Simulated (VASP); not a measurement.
# A VASP study of TePt (PBEsol): structure first, properties next, part 5 of 6

What structure and properties does PBEsol give TePt, and how near are they to the measured ones? The start is a cell from a database of measured crystal structures.

VASP 6.6.1; PBEsol; plane waves and PAW (Te, Pt).

So far. Step 5 (Density of states (PBEsol)): The finer mesh and the other smearing move the Fermi level by +0.03 eV from the 7×7×7 run, a small shift, which tests the Fermi level alone. Of the states within 0.3 eV of the Fermi level, the largest shares in the PAW spheres are Te p 29 %, Pt d 28 % and Pt p 12 %. The rest lies in smaller channels or between the spheres. Step 6 (Vibrations at Γ (PBEsol)): The three acoustic modes come out at zero, and all others are real.

The database entry behind the starting cell differs from later determinations by our own check (c about 0.8 % long), so it need not match the best structure at ambient conditions.

## Step 7: Independent-particle dielectric function (PBEsol)

LOPTICS sums transitions from filled to empty bands. NBANDS is raised for it.

INCAR reads:

```
SYSTEM = TePt
PREC = Accurate
ENCUT = 400
EDIFF = 1E-06
NELM = 100
ISMEAR = 0
SIGMA = 0.05
LREAL = .FALSE.
ALGO = Normal
GGA = PS
NBANDS = 48
LASPH = .TRUE.
LORBIT = 11
LWAVE = .FALSE.
LCHARG = .FALSE.
KPAR = 4
LOPTICS = .TRUE.
NEDOS = 1500
CSHIFT = 0.1
```

POSCAR reads:

```
TePt
1.0
    1.9772619222      1.1415727030      6.6267833343
   -1.9772619222      1.1415727030      6.6267833343
    0.0000000000     -2.2831454061      6.6267833343
Te Pt
2 2
Direct
    0.5987281417      0.5987281417      0.5987281417
    0.4012718583      0.4012718583      0.4012718583
    0.8700474103      0.8700474103      0.8700474103
    0.1299525897      0.1299525897      0.1299525897
```

KPOINTS reads:

```
Automatic mesh
0
Gamma
10 10 10
0 0 0
```

PAW data sets: Te and Pt (PBE family, release 64).

On the command line:

```bash
> mpirun -np 4 vasp_std
```

What it wrote:

```text
[... set-up lines as in an earlier step ...]
 entering main loop
       N       E                     dE             d eps       ncg     rms          rms(c)
DAV:   1     0.140232080388E+03    0.14023E+03   -0.10606E+04 11136   0.478E+02
DAV:   2    -0.172814031216E+02   -0.15751E+03   -0.14381E+03 13328   0.134E+02
DAV:   3    -0.230599194190E+02   -0.57785E+01   -0.57061E+01 13576   0.245E+01
DAV:   4    -0.231180397417E+02   -0.58120E-01   -0.58106E-01 13136   0.262E+00
DAV:   5    -0.231191512227E+02   -0.11115E-02   -0.11115E-02 13584   0.372E-01    0.166E+01
DAV:   6    -0.225270555214E+02    0.59210E+00   -0.84497E-01 12968   0.526E+00    0.934E+00
DAV:   7    -0.224115748432E+02    0.11548E+00   -0.11587E-01 12640   0.258E+00    0.349E+00
DAV:   8    -0.223595741098E+02    0.52001E-01   -0.83411E-02 12776   0.167E+00    0.958E-01
DAV:   9    -0.223591069105E+02    0.46720E-03   -0.93673E-03 13168   0.303E-01    0.247E-01
DAV:  10    -0.223587542001E+02    0.35271E-03   -0.68007E-04 13512   0.111E-01    0.174E-01
DAV:  11    -0.223587038273E+02    0.50373E-04   -0.14756E-04 13120   0.388E-02    0.572E-02
DAV:  12    -0.223587077113E+02   -0.38840E-05   -0.77986E-06 13416   0.860E-03    0.224E-02
DAV:  13    -0.223587070667E+02    0.64465E-06   -0.48091E-07  8776   0.227E-03
   1 F= -.22358707E+02 E0= -.22357452E+02  d E =-.251100E-02
 optical routines
 imaginary and real dielectric function
 recalculating local potential from charge density
 direction            1
 direction            2
 direction            3
```

Wall time 2.5 min (4 MPI ranks of AMD EPYC 9R45, shared host); peak memory 2.9 GiB; 8.8 min of CPU time.

Parts of OUTCAR (step 7):

```text
   k-points           NKPTS =    116   k-points in BZ     NKDIM =    116   number of bands    NBANDS=     48

   NELECT =      32.0000    total number of electrons

 E-fermi :   8.4154

 k-point     1 :       0.0000    0.0000    0.0000
  band No.  band energies     occupation
    ...
      9       5.3686      2.00000
     10       5.3686      2.00000
     11       6.4754      2.00000
     12       6.4754      2.00000
     13       6.6930      2.00000
     14       9.0639      0.00000
     15       9.0639      0.00000
     16       9.3111      0.00000
     17       9.6522      0.00000
     18      11.3010      0.00000
    ...

  Total        0.0492602      0.0492602      0.0628086      0.0000000     -0.0000000      0.0000000
  in kB        0.8793961      0.8793961      1.1212632      0.0000000     -0.0000000      0.0000000
  external PRESSURE =       0.9600185 kB  Pullay stress =       0.0000000 kB

 POSITION                                       TOTAL-FORCE (eV/Angst)
 -----------------------------------------------------------------------------------
      0.00000     -0.00000     11.90293         0.000000      0.000000     -0.010390
      0.00000     -0.00000      7.97742         0.000000     -0.000000      0.010390
      0.00000     -0.00000     17.29685         0.000000      0.000000     -0.034799
      0.00000     -0.00000      2.58350         0.000000     -0.000000      0.034799
 -----------------------------------------------------------------------------------
    total drift:                                0.000000     -0.000000      0.000000

  FREE ENERGIE OF THE ION-ELECTRON SYSTEM (eV)
  ---------------------------------------------------
  free  energy   TOTEN  =       -22.3587070667 eV

  energy  without entropy=      -22.3561960638  energy(sigma->0) =      -22.35745157

 plasma frequency squared (from intraband transitions) (eV^2)
  --------------------------------------------------------------------------------------
      55.290       0.000       0.000
       0.000      55.290      -0.000
       0.000      -0.000      21.192

[... 7 parts as in an earlier step ...]

[... 9 further parts left out ...]
```

These are independent-particle spectra without excitons or local fields, and fine structure depends on the mesh and on CSHIFT. The intraband (Drude) part is not in this spectrum.

Numbers from this step:

| Quantity | Value |
| --- | --- |
| SCF cycles | 13 |
| bands | 48 |
| irreducible k-points | 116 |
| Fermi energy | 8.415 eV |
| pressure | 0.09600 GPa |

The imaginary dielectric function has structure finer than the step of the table below, so its rows give means over 2 eV, whole bins alone (the curve runs from 0 to 25.0 eV). Peaks (eV: height): xx 0.6: 44.7; zz 0.2: 10.1, 0.7: 22.8, 1.5: 21.4.

The imaginary dielectric function by photon energy; means over each step:

| photon energy (eV) | xx | zz |
| --- | --- | --- |
| 2 | 19.4 | 16.2 |
| 4 | 8.38 | 9.10 |
| 6 | 6.18 | 5.91 |
| 8 | 3.86 | 4.13 |
| 10 | 3.04 | 2.91 |
| 12 | 1.96 | 2.22 |
| 14 | 1.50 | 1.74 |
| 16 | 1.36 | 1.48 |
| 18 | 0.967 | 1.08 |
| 20 | 0.739 | 0.839 |
| 22 | 0.611 | 0.651 |

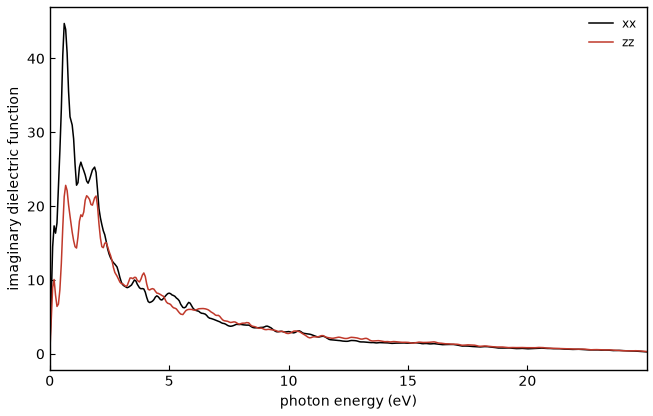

Imaginary dielectric function against photon energy.

The real dielectric function by photon energy:

| photon energy (eV) | xx | zz |
| --- | --- | --- |
| 0 | 65.1 | 40.9 |
| 2 | -1.07 | 3.26 |
| 4 | -0.347 | 0.402 |
| 6 | -1.14 | 0.563 |
| 8 | -0.421 | -0.338 |
| 10 | -0.611 | -0.359 |
| 12 | -0.712 | -0.191 |
| 14 | -0.264 | -0.331 |
| 16 | -0.225 | -0.189 |
| 18 | -0.209 | -0.292 |
| 20 | -0.0418 | -0.0906 |
| 22 | -0.0186 | -0.0911 |
| 24 | -0.0337 | -0.0617 |

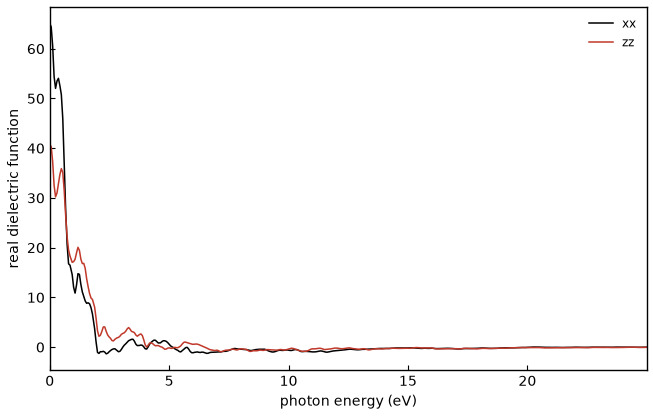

Real dielectric function against photon energy.

## Step 8: Volume scan with PBEsol, volume scale 0.94

An equation of state needs energies on both sides of the minimum, all on one mesh and cutoff.

INCAR, as its differences from that of step 7:

```diff
@@ -10,3 +10,3 @@
 GGA = PS
-NBANDS = 48
+NBANDS = 22
 LASPH = .TRUE.
@@ -16,4 +16,2 @@
 KPAR = 4
-LOPTICS = .TRUE.
-NEDOS = 1500
-CSHIFT = 0.1
+ISIF = 2
```

POSCAR reads:

```
TePt
1.0
    1.9368983123      1.1182687619      6.4915048997
   -1.9368983123      1.1182687619      6.4915048997
    0.0000000000     -2.2365375240      6.4915048997
Te Pt
2 2
Direct
    0.5987281417      0.5987281417      0.5987281417
    0.4012718583      0.4012718583      0.4012718583
    0.8700474103      0.8700474103      0.8700474103
    0.1299525897      0.1299525897      0.1299525897
```

KPOINTS reads:

```
Automatic mesh
0
Gamma
7 7 7
0 0 0
```

On the command line:

```bash
> mpirun -np 4 vasp_std
```

What it wrote:

```text
[... set-up lines as in an earlier step ...]
 entering main loop
       N       E                     dE             d eps       ncg     rms          rms(c)
DAV:   1     0.145580210412E+03    0.14558E+03   -0.12252E+04  1936   0.105E+03
DAV:   2    -0.165212776805E+02   -0.16210E+03   -0.15166E+03  2328   0.219E+02
DAV:   3    -0.228762784236E+02   -0.63550E+01   -0.61676E+01  2350   0.437E+01
DAV:   4    -0.229661851370E+02   -0.89907E-01   -0.89851E-01  2302   0.579E+00
DAV:   5    -0.229678529739E+02   -0.16678E-02   -0.16676E-02  2388   0.751E-01    0.190E+01
DAV:   6    -0.223721230126E+02    0.59573E+00   -0.17889E+00  2116   0.112E+01    0.107E+01
DAV:   7    -0.222516000560E+02    0.12052E+00   -0.39089E-01  2032   0.540E+00    0.316E+00
DAV:   8    -0.222088393246E+02    0.42761E-01   -0.11682E-01  2050   0.305E+00    0.107E+00
DAV:   9    -0.222081736746E+02    0.66565E-03   -0.14260E-02  2290   0.740E-01    0.365E-01
DAV:  10    -0.222076675100E+02    0.50616E-03   -0.28268E-03  2158   0.375E-01    0.142E-01
DAV:  11    -0.222076435399E+02    0.23970E-04   -0.12867E-04  2304   0.732E-02    0.600E-02
DAV:  12    -0.222076367189E+02    0.68210E-05   -0.22267E-05  2206   0.372E-02    0.450E-02
DAV:  13    -0.222076343218E+02    0.23971E-05   -0.61762E-06  2248   0.183E-02    0.107E-02
DAV:  14    -0.222076339741E+02    0.34775E-06   -0.89258E-07  1154   0.610E-03
   1 F= -.22207634E+02 E0= -.22206561E+02  d E =-.214529E-02
```

Run time: 33 s. Hardware: 4 MPI ranks; peak memory 1.3 GiB; 1.9 min of CPU time.

OUTCAR, selected parts (step 8):

```text
   ENCUT  =  400.0 eV  29.40 Ry    5.42 a.u.  11.20 11.20 11.20*2*pi/ulx,y,z

   NELECT =      32.0000    total number of electrons

 E-fermi :   9.3390

 k-point     1 :       0.0000    0.0000    0.0000
  band No.  band energies     occupation
    ...
      9       6.0811      2.00000
     10       6.0811      2.00000
     11       7.2411      2.00000
     12       7.2411      2.00000
     13       7.5184      2.00000
     14      10.0946      0.00000
     15      10.0946      0.00000
     16      10.4997      0.00000
     17      10.7932      0.00000
     18      12.5505      0.00000
    ...

  Total        5.5827308      5.5827308      4.2043332      0.0000000     -0.0000000      0.0000000
  in kB      106.0248372    106.0248372     79.8468992      0.0000000     -0.0000000      0.0000000
  external PRESSURE =      97.2988579 kB  Pullay stress =       0.0000000 kB

 POSITION                                       TOTAL-FORCE (eV/Angst)
 -----------------------------------------------------------------------------------
      0.00000     -0.00000     11.65994         0.000000     -0.000000      0.832439
      0.00000     -0.00000      7.81457         0.000000      0.000000     -0.832439
      0.00000     -0.00000     16.94375         0.000000     -0.000000      0.002130
      0.00000     -0.00000      2.53076         0.000000      0.000000     -0.002130
 -----------------------------------------------------------------------------------
    total drift:                                0.000000     -0.000000      0.000000

  FREE ENERGIE OF THE ION-ELECTRON SYSTEM (eV)
  ---------------------------------------------------
  free  energy   TOTEN  =       -22.2076339741 eV

  energy  without entropy=      -22.2054886885  energy(sigma->0) =      -22.20656133

[... 3 parts as in an earlier step ...]

[... 13 further parts left out ...]
```

The scan keeps the cell's shape and the fractional positions fixed.

Numbers from this step:

```
SCF cycles              : 14
bands                   : 22
irreducible k-points    : 44
free energy (TOTEN)     : -22.21 eV
energy at zero smearing : -22.21 eV
Fermi energy            : 9.339 eV
pressure                : 9.730 GPa
```

Force by atom:

| atom | x (eV/Å) | y (eV/Å) | z (eV/Å) | size |
| --- | --- | --- | --- | --- |
| Te1 | 0.000 | 0.000 | 0.832 | 0.832 |
| Te2 | 0.000 | 0.000 | -0.832 | 0.832 |
| Pt3 | 0.000 | 0.000 | 0.002 | 0.002 |
| Pt4 | 0.000 | 0.000 | -0.002 | 0.002 |

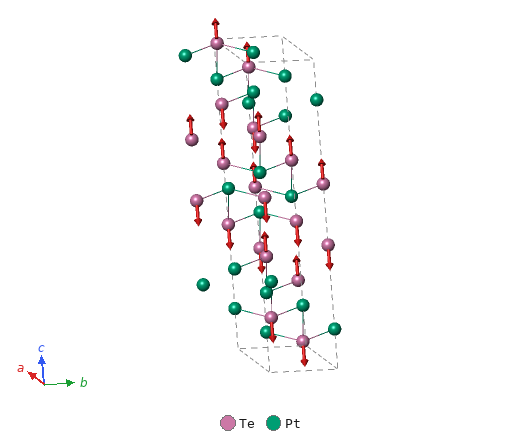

Force as arrows, the longest 0.832 eV/Å. Bonds to atoms that aren't drawn are left out. 2×1×1 conventional cells are drawn. Some periodic images of atoms are drawn too.

The pressure here is 9.73 GPa.

## Step 9: Volume scan with PBEsol, volume scale 0.96

INCAR is that of step 8.

POSCAR reads:

```
TePt
1.0
    1.9505388907      1.1261441535      6.5372212292
   -1.9505388907      1.1261441535      6.5372212292
    0.0000000000     -2.2522883072      6.5372212292
Te Pt
2 2
Direct
    0.5987281417      0.5987281417      0.5987281417
    0.4012718583      0.4012718583      0.4012718583
    0.8700474103      0.8700474103      0.8700474103
    0.1299525897      0.1299525897      0.1299525897
```

KPOINTS is that of step 8.

On the command line:

```bash
> mpirun -np 4 vasp_std
```

What it wrote:

```text
[... set-up lines as in an earlier step ...]
 entering main loop
       N       E                     dE             d eps       ncg     rms          rms(c)
DAV:   1     0.144610474449E+03    0.14461E+03   -0.12189E+04  1936   0.105E+03
DAV:   2    -0.167141566272E+02   -0.16132E+03   -0.15152E+03  2392   0.219E+02
DAV:   3    -0.229703102279E+02   -0.62562E+01   -0.61445E+01  2322   0.434E+01
DAV:   4    -0.230558726716E+02   -0.85562E-01   -0.85497E-01  2314   0.568E+00
DAV:   5    -0.230573575206E+02   -0.14848E-02   -0.14848E-02  2350   0.699E-01    0.181E+01
DAV:   6    -0.224607491439E+02    0.59661E+00   -0.18494E+00  2122   0.113E+01    0.102E+01
DAV:   7    -0.223413070216E+02    0.11944E+00   -0.39638E-01  2032   0.548E+00    0.317E+00
DAV:   8    -0.222975202284E+02    0.43787E-01   -0.12252E-01  2074   0.307E+00    0.110E+00
DAV:   9    -0.222969050045E+02    0.61522E-03   -0.14083E-02  2278   0.732E-01    0.391E-01
DAV:  10    -0.222963642292E+02    0.54078E-03   -0.29976E-03  2188   0.384E-01    0.128E-01
DAV:  11    -0.222963363159E+02    0.27913E-04   -0.14494E-04  2286   0.756E-02    0.555E-02
DAV:  12    -0.222963320560E+02    0.42599E-05   -0.20065E-05  2254   0.342E-02    0.427E-02
DAV:  13    -0.222963301065E+02    0.19494E-05   -0.45747E-06  2218   0.159E-02    0.121E-02
DAV:  14    -0.222963297235E+02    0.38303E-06   -0.88729E-07  1172   0.623E-03
   1 F= -.22296330E+02 E0= -.22295185E+02  d E =-.228980E-02
```

Wall time 34 s (4 MPI ranks); peak memory 1.3 GiB.

From OUTCAR (step 9):

```text
   ENCUT  =  400.0 eV  29.40 Ry    5.42 a.u.  11.28 11.28 11.28*2*pi/ulx,y,z

   NELECT =      32.0000    total number of electrons

 E-fermi :   9.0018

 k-point     1 :       0.0000    0.0000    0.0000
  band No.  band energies     occupation
    ...
      9       5.8326      2.00000
     10       5.8326      2.00000
     11       6.9745      2.00000
     12       6.9745      2.00000
     13       7.2319      2.00000
     14       9.7366      0.00000
     15       9.7366      0.00000
     16      10.0841      0.00000
     17      10.3954      0.00000
     18      12.1163      0.00000
    ...

  Total        3.5677925      3.5677925      2.6853576      0.0000000     -0.0000000      0.0000000
  in kB       66.3463654     66.3463654     49.9366812      0.0000000     -0.0000000      0.0000000
  external PRESSURE =      60.8764706 kB  Pullay stress =       0.0000000 kB

 POSITION                                       TOTAL-FORCE (eV/Angst)
 -----------------------------------------------------------------------------------
      0.00000     -0.00000     11.74205         0.000000     -0.000000      0.531724
      0.00000     -0.00000      7.86961         0.000000      0.000000     -0.531724
      0.00000     -0.00000     17.06308         0.000000      0.000000     -0.002246
      0.00000     -0.00000      2.54859         0.000000     -0.000000      0.002246
 -----------------------------------------------------------------------------------
    total drift:                                0.000000     -0.000000      0.000000

  FREE ENERGIE OF THE ION-ELECTRON SYSTEM (eV)
  ---------------------------------------------------
  free  energy   TOTEN  =       -22.2963297235 eV

  energy  without entropy=      -22.2940399187  energy(sigma->0) =      -22.29518482

[... 3 parts as in an earlier step ...]

[... 13 further parts left out ...]
```

This step gave:

| Item | Value |
| --- | --- |
| free energy (TOTEN) | -22.30 eV |
| energy at zero smearing | -22.30 eV |
| Fermi energy | 9.002 eV |
| pressure | 6.088 GPa |

Force by atom:

| atom | x (eV/Å) | y (eV/Å) | z (eV/Å) | size |
| --- | --- | --- | --- | --- |
| Te1 | 0.000 | 0.000 | 0.532 | 0.532 |
| Te2 | 0.000 | 0.000 | -0.532 | 0.532 |
| Pt3 | 0.000 | 0.000 | -0.002 | 0.002 |
| Pt4 | 0.000 | 0.000 | 0.002 | 0.002 |

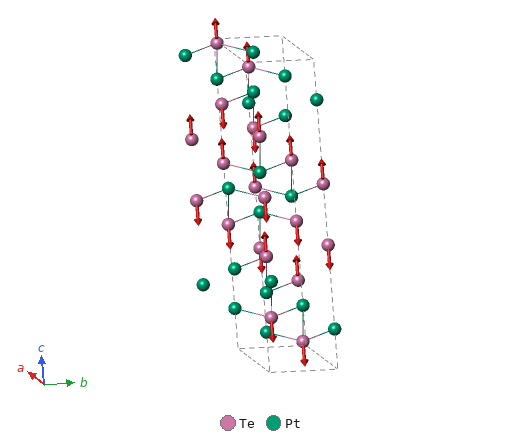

Force as arrows, the longest 0.532 eV/Å. Bonds to atoms that aren't drawn are left out. 2×1×1 conventional cells are drawn. Some periodic images of atoms are drawn too.

The pressure falls from 9.73 to 6.09 GPa.

## Step 10: Volume scan with PBEsol, volume scale 0.98

INCAR is that of step 9.

POSCAR reads:

```
TePt
1.0
    1.9639913081      1.1339109104      6.5823069383
   -1.9639913081      1.1339109104      6.5823069383
    0.0000000000     -2.2678218209      6.5823069383
Te Pt
2 2
Direct
    0.5987281417      0.5987281417      0.5987281417
    0.4012718583      0.4012718583      0.4012718583
    0.8700474103      0.8700474103      0.8700474103
    0.1299525897      0.1299525897      0.1299525897
```

KPOINTS is that of step 9.

On the command line:

```bash
> mpirun -np 4 vasp_std
```

What it wrote:

```text
[... set-up lines as in an earlier step ...]
 entering main loop
       N       E                     dE             d eps       ncg     rms          rms(c)
DAV:   1     0.143814165316E+03    0.14381E+03   -0.12167E+04  1936   0.104E+03
DAV:   2    -0.166565206948E+02   -0.16047E+03   -0.14883E+03  2326   0.217E+02
DAV:   3    -0.230158154104E+02   -0.63593E+01   -0.62341E+01  2342   0.434E+01
DAV:   4    -0.231070740522E+02   -0.91259E-01   -0.91210E-01  2368   0.582E+00
[...]
DAV:  12    -0.223466456541E+02    0.20034E-05   -0.18463E-05  2260   0.315E-02    0.399E-02
DAV:  13    -0.223466441576E+02    0.14965E-05   -0.32514E-06  1870   0.137E-02    0.128E-02
DAV:  14    -0.223466437436E+02    0.41392E-06   -0.10185E-06  1160   0.669E-03
   1 F= -.22346644E+02 E0= -.22345426E+02  d E =-.243627E-02
```

Run time: 34 s. Hardware: 4 MPI ranks; peak memory 1.3 GiB.

Parts of OUTCAR (step 10):

```text
  Total        1.7163686      1.7163686      1.2874756      0.0000000     -0.0000000      0.0000000
  in kB       31.2660677     31.2660677     23.4531784      0.0000000     -0.0000000      0.0000000
  external PRESSURE =      28.6617713 kB  Pullay stress =       0.0000000 kB

 POSITION                                       TOTAL-FORCE (eV/Angst)
 -----------------------------------------------------------------------------------
      0.00000     -0.00000     11.82304         0.000000     -0.000000      0.257860
      0.00000     -0.00000      7.92388         0.000000      0.000000     -0.257860
      0.00000     -0.00000     17.18076         0.000000      0.000000     -0.005020
      0.00000     -0.00000      2.56616         0.000000     -0.000000      0.005020
 -----------------------------------------------------------------------------------
    total drift:                                0.000000     -0.000000      0.000000

  FREE ENERGIE OF THE ION-ELECTRON SYSTEM (eV)
  ---------------------------------------------------
  free  energy   TOTEN  =       -22.3466437436 eV

  energy  without entropy=      -22.3442074784  energy(sigma->0) =      -22.34542561

[... 1 part as in an earlier step ...]

[... 2 further parts left out ...]
[key lines of the parts left out:]
E-fermi :   8.6784
```

The pressure falls from 6.09 to 2.87 GPa.

The run ends at a pressure of 2.87 GPa, with forces up to 0.26 eV/Å.

(Continued in part 6 of 6.)

[Lines on the potential files, build, host, timing and source positions are cut from VASP's logs without a mark.]

[Logs are printed without paths, hosts, clocks, repeated set-up lines and the standing remarks that a program may print on its own settings, such as how far it seeks lower states.]

[Hosts, paths, dates, database ids (printed as entryN), source tags and the programs' standing remarks are cut or masked in the printed files.]

[Measured values are set beside computed ones only where the two were judged alike; some that the calculation misses by far are left out.]
